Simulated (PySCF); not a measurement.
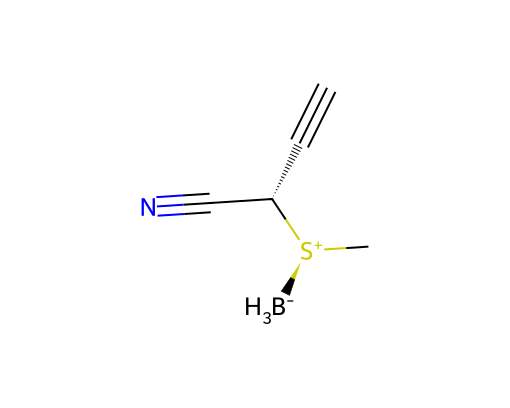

(Drawn from a calculation with PySCF.)

Skeletal drawing of a molecule.

Write the SMILES.

Answer. [BH3-][S@+](C)[C@@H](C#C)C#N

What is the molecular formula?

Answer. C5H8BNS.

An optimisation with GFN2-xTB gave a structure of which point group?

Answer. C1.
